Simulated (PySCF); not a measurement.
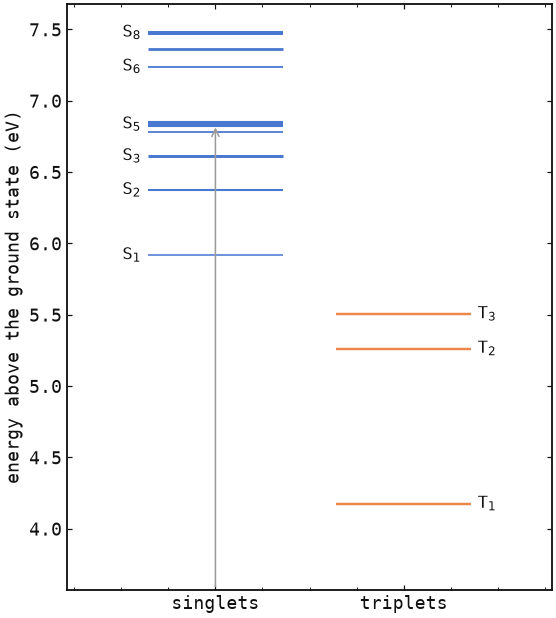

State diagram of C₄H₉PSi, SMILES [SiH3]C1=CCPC1. Vertical TDDFT excitations, CAM-B3LYP/def2-SVPD, PySCF 2.14.0, at a GFN2-xTB geometry (no frequency check), gas phase. Triplets in the Tamm-Dancoff approximation; only the lowest 8 singlets and 3 triplets were computed. Thicker singlet lines are brighter; the arrow marks the brightest. S0, at zero, lies below the range drawn.

Question: What character does the calculation give T1?

Answer: Mainly HOMO−1 → LUMO (55 %).

Question: What are the energy, strength and character of the state that the arrow marks?

Answer: S5 at 6.83 eV (181 nm), f = 0.215, mixed, the largest part being HOMO → LUMO+2 (38 %) (S4 lies within 0.06 eV, too close to order).

Question: What is the vertical gap between S1 and T1?

Answer: 1.74 eV: S1 at 5.92 eV, T1 at 4.17 eV.

Note: the tight-binding geometry is rougher than a DFT one and adds to the error; core orbitals are frozen in the response.
